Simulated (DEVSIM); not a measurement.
System: illuminated Ge p-on-n cell, one wavelength, at 300 K.

| layer (left to right) | material | thickness (μm) | Nd (cm⁻³) | Na (cm⁻³) | τn (s) | τp (s) | absorption coefficient (cm⁻¹) |
|---|---|---|---|---|---|---|---|
| 1 | Ge | 0.490 | - | 2.9e18 | 1.5e-5 | 5e-5 | 8700 |
| 2 | Ge | 260 | 2.2e16 | - | 0.00016 | 0.0016 | 8700 |

Left contact: ohmic, minority electron recombination velocity 400 cm/s. Right contact: ohmic, minority hole recombination velocity 600 cm/s. Voltage is applied to the left contact. Recombination: SRH at mid-gap, radiative, Auger. Light enters at the left, 2.2e18 photons cm⁻² s⁻¹, one pass, no reflection. Mobility is constant in doping.

Constants are typed, rounded textbook-type inputs, not results; the design itself was drawn at random and stands for no fabricated device. Values at 300 K.

```csv
parameter,Ge
gap (eV),0.664
affinity (eV),4
permittivity,16
Nc (cm⁻³),1.04e19
Nv (cm⁻³),6e18
μn (cm²/Vs),3900
μp (cm²/Vs),1900
B (cm³/s),6.4e-14
Cn (cm⁶/s),1e-31
Cp (cm⁶/s),1e-31
```

Model (solved in DEVSIM): 1D drift-diffusion, Boltzmann statistics, complete ionisation; no tunnelling, impact ionisation, image-force lowering or self-heating.

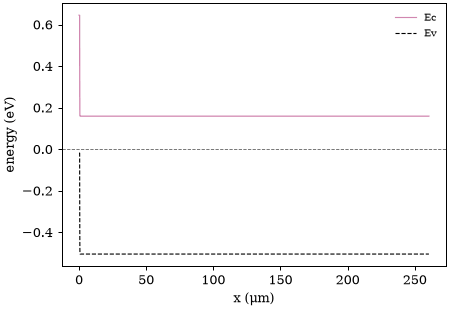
*Band edges at zero bias, in the dark*

Energies count from the Fermi level of the right contact; mesh points crowd at the junctions.

```json
[
 {"x (μm)": "0.000", "Ec (eV)": "0.645", "Ev (eV)": "-0.019", "n (cm⁻³)": "1.5e8", "p (cm⁻³)": "2.9e18", "field (V/cm)": "≈ 0"},
 {"x (μm)": "0.03781", "Ec (eV)": "0.645", "Ev (eV)": "-0.019", "n (cm⁻³)": "1.5e8", "p (cm⁻³)": "2.9e18", "field (V/cm)": "≈ 0"},
 {"x (μm)": "0.1291", "Ec (eV)": "0.645", "Ev (eV)": "-0.019", "n (cm⁻³)": "1.5e8", "p (cm⁻³)": "2.9e18", "field (V/cm)": "≈ 0"},
 {"x (μm)": "0.3142", "Ec (eV)": "0.645", "Ev (eV)": "-0.019", "n (cm⁻³)": "1.5e8", "p (cm⁻³)": "2.9e18", "field (V/cm)": "≈ 0"},
 {"x (μm)": "0.4542", "Ec (eV)": "0.645", "Ev (eV)": "-0.019", "n (cm⁻³)": "1.5e8", "p (cm⁻³)": "2.9e18", "field (V/cm)": "≈ 0"},
 {"x (μm)": "0.4900", "Ec (eV)": "0.616", "Ev (eV)": "-0.048", "n (cm⁻³)": "4.7e8", "p (cm⁻³)": "9.2e17", "field (V/cm)": "-87000"},
 {"x (μm)": "0.5274", "Ec (eV)": "0.444", "Ev (eV)": "-0.220", "n (cm⁻³)": "3.7e11", "p (cm⁻³)": "1.2e15", "field (V/cm)": "-36000"},
 {"x (μm)": "0.6926", "Ec (eV)": "0.168", "Ev (eV)": "-0.496", "n (cm⁻³)": "1.6e16", "p (cm⁻³)": "2.8e10", "field (V/cm)": "-2500"},
 {"x (μm)": "1.069", "Ec (eV)": "0.159", "Ev (eV)": "-0.505", "n (cm⁻³)": "2.2e16", "p (cm⁻³)": "2.0e10", "field (V/cm)": "≈ 0"},
 {"x (μm)": "2.073", "Ec (eV)": "0.159", "Ev (eV)": "-0.505", "n (cm⁻³)": "2.2e16", "p (cm⁻³)": "2.0e10", "field (V/cm)": "≈ 0"},
 {"x (μm)": "4.746", "Ec (eV)": "0.159", "Ev (eV)": "-0.505", "n (cm⁻³)": "2.2e16", "p (cm⁻³)": "2.0e10", "field (V/cm)": "≈ 0"},
 {"x (μm)": "16.27", "Ec (eV)": "0.159", "Ev (eV)": "-0.505", "n (cm⁻³)": "2.2e16", "p (cm⁻³)": "2.0e10", "field (V/cm)": "≈ 0"},
 {"x (μm)": "42.54", "Ec (eV)": "0.159", "Ev (eV)": "-0.505", "n (cm⁻³)": "2.2e16", "p (cm⁻³)": "2.0e10", "field (V/cm)": "≈ 0"},
 {"x (μm)": "112.5", "Ec (eV)": "0.159", "Ev (eV)": "-0.505", "n (cm⁻³)": "2.2e16", "p (cm⁻³)": "2.0e10", "field (V/cm)": "≈ 0"},
 {"x (μm)": "219.1", "Ec (eV)": "0.159", "Ev (eV)": "-0.505", "n (cm⁻³)": "2.2e16", "p (cm⁻³)": "2.0e10", "field (V/cm)": "≈ 0"},
 {"x (μm)": "244.9", "Ec (eV)": "0.159", "Ev (eV)": "-0.505", "n (cm⁻³)": "2.2e16", "p (cm⁻³)": "2.0e10", "field (V/cm)": "≈ 0"},
 {"x (μm)": "254.4", "Ec (eV)": "0.159", "Ev (eV)": "-0.505", "n (cm⁻³)": "2.2e16", "p (cm⁻³)": "2.0e10", "field (V/cm)": "≈ 0"},
 {"x (μm)": "258.2", "Ec (eV)": "0.159", "Ev (eV)": "-0.505", "n (cm⁻³)": "2.2e16", "p (cm⁻³)": "2.0e10", "field (V/cm)": "≈ 0"},
 {"x (μm)": "259.9", "Ec (eV)": "0.159", "Ev (eV)": "-0.505", "n (cm⁻³)": "2.2e16", "p (cm⁻³)": "2.0e10", "field (V/cm)": "≈ 0"},
 {"x (μm)": "260.3", "Ec (eV)": "0.159", "Ev (eV)": "-0.505", "n (cm⁻³)": "2.2e16", "p (cm⁻³)": "2.0e10", "field (V/cm)": "≈ 0"},
 {"x (μm)": "260.4", "Ec (eV)": "0.159", "Ev (eV)": "-0.505", "n (cm⁻³)": "2.2e16", "p (cm⁻³)": "2.0e10", "field (V/cm)": "≈ 0"},
 {"x (μm)": "260.5", "Ec (eV)": "0.159", "Ev (eV)": "-0.505", "n (cm⁻³)": "2.2e16", "p (cm⁻³)": "2.0e10", "field (V/cm)": "≈ 0"}
]
```
